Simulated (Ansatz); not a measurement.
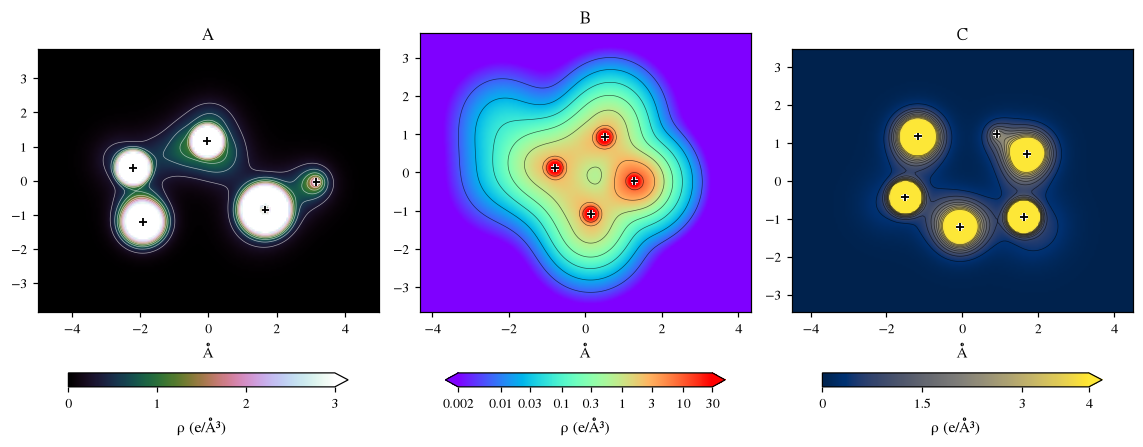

The electron density of 3 systems, each on a plane through atoms (crosses mark nuclei in the plane).

All numbers below come from Ansatz, isolated molecule in a Gaussian basis; Kohn-Sham density functional theory, functional PBE0.

System 1: FH₇PSiSn (charge +1), the plane of atoms F1, Si3 and P2. Geometry: B3LYP-D3(BJ)/def2-SVP; core potentials replace the inner electrons of Sn.

```xyz
11

F     1.5022   -1.4934   -0.7908
P     0.1171    1.2105   -0.7884
Si    1.8788   -0.1036   -0.0495
Sn   -1.4796   -0.1833   -2.3618
H     3.1218    0.4775   -0.5899
H     1.7585   -0.2222    1.4155
H     0.6314    2.3645   -1.4250
H    -0.5614    1.7519    0.3288
H    -0.3767   -0.6053   -3.5842
H    -2.6659    0.9683   -2.7604
H    -1.9361   -1.4160   -1.2846
```

System 2: C₃H₆BFO, the plane of atoms C1, C3 and O6. Geometry: PBE0-D3(BJ)/def2-SVP.

```xyz
12

C     0.3459   -1.2664   -1.5152
C     0.8255    0.1194   -1.0548
C     1.0201   -1.7429   -0.2246
B     0.7389   -1.9136   -2.8761
F     2.1358   -2.5007   -0.4530
O     1.3533   -0.4470    0.1513
H     0.7837   -3.1158   -2.9786
H     0.9225   -1.2271   -3.8555
H    -0.7561   -1.3759   -1.4642
H     0.0414    0.8643   -0.8451
H     1.6112    0.5873   -1.6718
H     0.4293   -2.2780    0.5391
```

System 3: FH₃O₂Si₂ (SMILES O[Si]O[SiH2]F), the plane of atoms O2, Si4 and O3. Geometry: PBE0-D3(BJ)/def2-SVP.

```json
{"atom": "F", "x (Å)": "-0.3469", "y (Å)": "1.5464", "z (Å)": "1.0163"}
{"atom": "O", "x (Å)": "-2.8640", "y (Å)": "2.0040", "z (Å)": "-0.3898"}
{"atom": "O", "x (Å)": "-0.8575", "y (Å)": "3.6690", "z (Å)": "-0.4539"}
{"atom": "Si", "x (Å)": "-2.4345", "y (Å)": "3.4646", "z (Å)": "-1.0481"}
{"atom": "Si", "x (Å)": "0.2912", "y (Å)": "2.9589", "z (Å)": "0.4829"}
{"atom": "H", "x (Å)": "-2.2414", "y (Å)": "1.5202", "z (Å)": "0.1740"}
{"atom": "H", "x (Å)": "0.5888", "y (Å)": "3.7865", "z (Å)": "1.6760"}
{"atom": "H", "x (Å)": "1.4948", "y (Å)": "2.6255", "z (Å)": "-0.3152"}
```

**Which map belongs to which system?**

Panel A is system 1, FH₇PSiSn: the plane holds F, P, Si, Sn and H. Si–F (1.62 Å): the density is about 1.1 e/Å³ at the midpoint. Panel B is system 2, C₃H₆BFO: the plane holds C and O. C–O (1.39 Å): ρ is about 2.2 e/Å³ halfway, with its minimum of 1.9 e/Å³ about 0.5 Å from C. Panel C is system 3, FH₃O₂Si₂: the plane holds F, O, Si and H. Si–F (1.64 Å): ρ at the midpoint is about 1.1 e/Å³.
